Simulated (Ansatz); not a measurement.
# A hypothetical structure for NiBiAs, part 2 of 2

This structure for NiBiAs is made up. Its elements were placed in a known structure type with a cell scaled to their sizes. What cell does the guess relax to, and how far off was it?

Ansatz 0.2.0; DFT, PBEsol, plane-wave PAW, files of the set soft_1, scalar-relativistic, ferromagnetic start, cell and ions relaxed at zero pressure; PAW set soft_1 (the session's first sound run).

So far: The structure; Relaxing cell and atoms. The relaxed cell has a = 4.011, c = 4.167 Å (conventional setting).

### Step 3. Bands of the relaxed cell

A second self-consistent run takes a narrower smearing and the mesh shown in its input; the bands follow along the standard path of the relaxed lattice.

This step: DFT, PBEsol, plane-wave PAW, files of the set soft_1, scalar-relativistic, no spin, bands and density of states at the relaxed cell; PAW set soft_1 (Ansatz 0.2.0).

input.yaml

```yaml
crystal:
  lattice:
    - [4.0109654049, 0.0, 0.0]
    - [-2.0054827025, 3.4735979344, 0.0]
    - [0.0, 0.0, 4.1665885794]
  atoms:
    - { symbol: Bi, position: [0.6666666667, 0.3333333333, 0.5] }
    - { symbol: As, position: [0.0, 0.0, 0.0] }
    - { symbol: Ni, position: [0.3333333333, 0.6666666667, 0.0] }
kpoints:
  mp_grid: { grid: [10, 10, 8] }
  band_path:
    path:
      - [[0.0, 0.0, 0.0], [0.5, 0.0, 0.0], [0.33333333, 0.33333333, 0.0], [0.0, 0.0, 0.0], [0.0, 0.0, 0.5], [0.5, 0.0, 0.5], [0.33333333, 0.33333333, 0.5], [0.0, 0.0, 0.5]]
      - [[0.5, 0.0, 0.5], [0.5, 0.0, 0.0]]
      - [[0.33333333, 0.33333333, 0.0], [0.33333333, 0.33333333, 0.5]]
    npoints: 8
scf:
  occupations: { method: fermi_dirac, width: 0.03 }
  n_extra_bands: 7
hamiltonian:
  xc: pbesol
  pseudopotentials: { kind: paw, azcp: { folder: soft_1 }, xc_functional: pbe }
output:
  forces: true
  stress: true
  write_bands: true
  dos: { projected: true }
  write_density: true
  write_potential: true
  elf: true
  volumetric_format: npy
```

The run is started by

```sh
$ ansatz run input.yaml --threads 4 --pin off --max-ram 8192MiB --backend cpu --events-out ev --progress --plain --runs-dir out
```

Numbers of over 12 decimals in the logs are rounded to 6 here.

Log:

```text
[...]
Crystal: 3 atoms, lattice volume = 58.051 Å³
Basis set: ecut = 420 eV, 1129 PW (Γ), exchange–correlation on 54×54×60 points (8 copies of the dense FFT grid, shifted against one another)
Bands: 31, of which v1, the nominal top of the filled ones, is band 24 counted from 1 (23 counted from 0)
Symmetry: 12 space group operations
[...]
k-points: 70 of 800 (time reversal used)
[...]
SCF iter   1: F=—  HF=-22866.490203 eV  |F-HF|=—  |Δ(HF+E_count)|=         —  Δρ=2.03e-1  dr2=2.33e1  ethr=3.10e-3  ⟨swp⟩=6.2  Hψ=9087  notcnv=0
[...]
SCF iter  13: F=-22862.623488 eV  HF=-22862.623488 eV  |F-HF|=9.32e-9  |Δ(HF+E_count)|=   5.19e-8  Δρ=5.32e-6  dr2=1.79e-8  ethr=2.08e-10  ⟨swp⟩=14.9  Hψ=16340  notcnv=0
SCF 1 converged in 13 iterations: F = -22862.623488 eV  dr2 = 1.79e-8
[...]
NSCF: frozen V_eff on 75 k-points
SCF converged after 13 iterations
Free energy (F): -22862.623488 eV
[...]
Internal energy: -22862.619900 eV  (E = F + TS)
E sigma→0 (E₀):  -22862.621694 eV
Entropy (-TS):   -0.003587 eV (-1.196 meV/atom)
Fermi energy:    13.810021 eV
[...]
--- Stress (GPa, compression-positive) ---
       -0.159017      -0.000000       0.000000
       -0.000000      -0.159017       0.000000
        0.000000       0.000000       0.169155
  P = ⅓ Tr σ = -0.0496 GPa (-0.496 kbar)
--- Band table (eV; the first three rows and the last of 70) ---
  k-point 0: bands = [... 20 lower, 11.9568, 12.1739, 14.5632, 14.5632, 14.7971, 14.7971, 16.3506, 18.5908, ... 3 higher]
  k-point 1: bands = [... 20 lower, 11.9238, 12.2131, 14.6475, 14.6475, 14.8278, 14.8278, 16.5018, 18.1299, ... 3 higher]
  k-point 2: bands = [... 20 lower, 11.8480, 12.3370, 14.8283, 14.8283, 14.9378, 14.9378, 15.9883, 18.2929, ... 3 higher]
  k-point 69: bands = [... 20 lower, 11.3574, 12.1631, 12.1764, 12.3018, 12.8455, 18.1650, 18.3422, 20.3170, ... 3 higher]
```

Run time: 7.2 s. Hardware: 4 threads of Arm Neoverse V1, shared host; peak memory 0.4 GiB; 27 s of CPU time.

In the SCF lines HF is the Harris–Foulkes energy and dr2 the Hartree energy of the density residual, in eV; the loop may stop once dr2 is under the threshold and the program's other checks hold. Hψ counts applications of the Hamiltonian.

This step gave:

```
free energy             : -22862.6235 eV
energy at zero smearing : -22862.6217 eV
smearing term TS        : 0.003587 eV
Fermi energy            : 13.81 eV
pressure                : -0.04963 GPa
```

From bands.tsv, the bands that come nearest the Fermi level along the path, at its corners, in eV from the Fermi level:

```
point  band 21  band 22  band 23  band 24  band 25  band 26  band 27  band 28
    Γ    -1.85    -1.64     0.75     0.75     0.99     0.99     2.54     4.78
    M    -2.08    -1.90    -1.76    -0.15     0.53     0.94     2.83     3.55
    K    -2.46    -2.18    -1.43     0.01     0.21     1.03     2.69     3.89
    Γ    -1.85    -1.64     0.75     0.75     0.99     0.99     2.54     4.78
    A    -1.80    -0.29    -0.19     1.20     1.20     1.40     1.40     5.24
    L    -2.41    -1.53    -1.45    -1.20     0.79     0.99     1.30     7.72
    H    -2.45    -1.67    -1.64    -1.51    -1.00     4.57     4.67     6.68
    A    -1.80    -0.29    -0.19     1.20     1.20     1.40     1.40     5.24
    L    -2.41    -1.53    -1.45    -1.20     0.79     0.99     1.30     7.72
    M    -2.08    -1.90    -1.76    -0.15     0.53     0.94     2.83     3.55
    K    -2.46    -2.18    -1.43     0.01     0.21     1.03     2.69     3.89
    H    -2.45    -1.67    -1.64    -1.51    -1.00     4.57     4.67     6.68
```

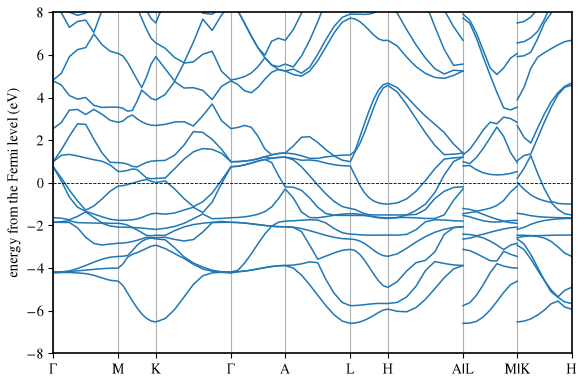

Bands along the path. 16 bands lie wholly below the window drawn.

Counts of states for the cell as run, both spins, by energy window (eV from the Fermi level): Near the top, bands beyond those computed are missing, so counts there can be too low.

| from | to | total |
| --- | --- | --- |
| -8 | -7 | 0.00 |
| -7 | -6 | 0.40 |
| -6 | -5 | 1.43 |
| -5 | -4 | 1.81 |
| -4 | -3 | 2.13 |
| -3 | -2 | 3.65 |
| -2 | -1 | 4.90 |
| -1 | 0 | 1.74 |
| 0 | 1 | 1.63 |
| 1 | 2 | 1.57 |
| 2 | 3 | 1.88 |
| 3 | 4 | 0.97 |
| 4 | 5 | 1.08 |

A further 32.0 states lie below the table's range.

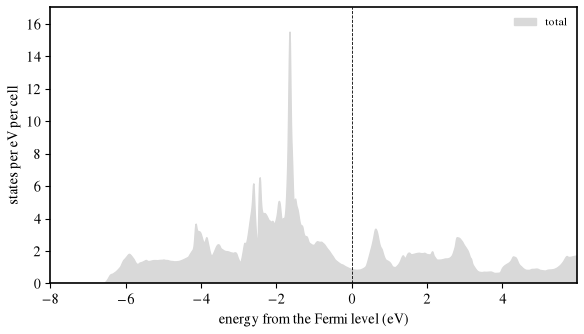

Total density of states, smoothed over about 0.04 eV.

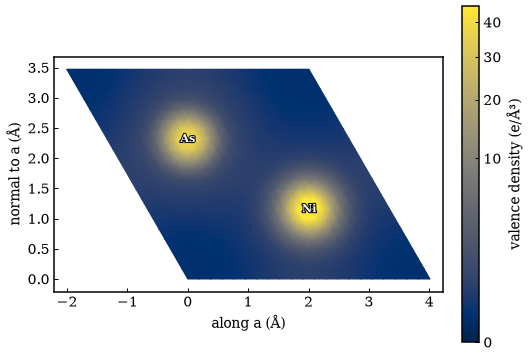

Valence density in the ab plane at fractional z = 0.000, with atoms of As and Ni within 0.2 Å of it. It is the smooth field of the valence electrons, not physical close to the nuclei. The map starts off the cell's origin, so that atoms lie inside it. The colour scale is stretched toward low values.

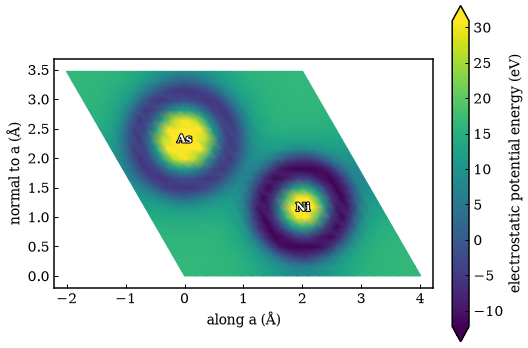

Electrostatic potential energy in the ab plane at fractional z = 0.000, with atoms of As and Ni within 0.2 Å of it. With pseudopotentials it is smooth inside the atoms' cores, unlike the true potential. The map starts off the cell's origin, so that atoms lie inside it.

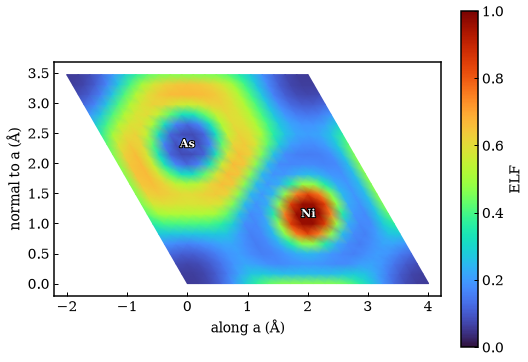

ELF in the ab plane at fractional z = 0.000, with atoms of As and Ni within 0.2 Å of it. It is the smooth field of the valence electrons, not physical close to the nuclei. The map starts off the cell's origin, so that atoms lie inside it.

### Step 4. Results

```
space group, relaxed : P-6m2
conventional cell    : a = 4.011, b = 4.011, c = 4.167 Å; α = 90.0°, β = 90.0°, γ = 120.0°
volume per atom      : 19.35 Å³ (guess 18.40)
total moment         : 0.00 μB in the cell of 3 atoms
```

In words: NiBiAs relaxes to P-6m2 with a = 4.011, b = 4.011 and c = 4.167 Å. The guessed volume was 5 % too small. The space group P-6m2 was held in the relaxation, so the end point is a stationary structure within it and may be a saddle against distortions or other arrangements. The moments died out from this one start and weren't seeded again at the relaxed cell. Bands cross the Fermi level, so it is a metal or semimetal at this level. On the 10×10×8 mesh with the narrower smearing (relaxed on 8×8×7) the forces vanish, as symmetry may demand, and the largest stress component is 0.169 GPa, against the relaxation's thresholds of 0.015 eV/Å and 0.05 GPa. The cutoff wasn't tested. Spin-orbit coupling is left out, which can matter for elements this heavy. No dispersion term is used, so weakly bound directions may come out too long. Nothing here tests whether the compound is stable against decomposition.

[Logs are printed without paths, hosts, clocks, repeated set-up lines and the standing remarks that a program may print on its own settings, such as how far it seeks lower states.]

[Hosts, paths, dates, database ids (printed as entryN), source tags and the programs' standing remarks are cut or masked in the printed files.]
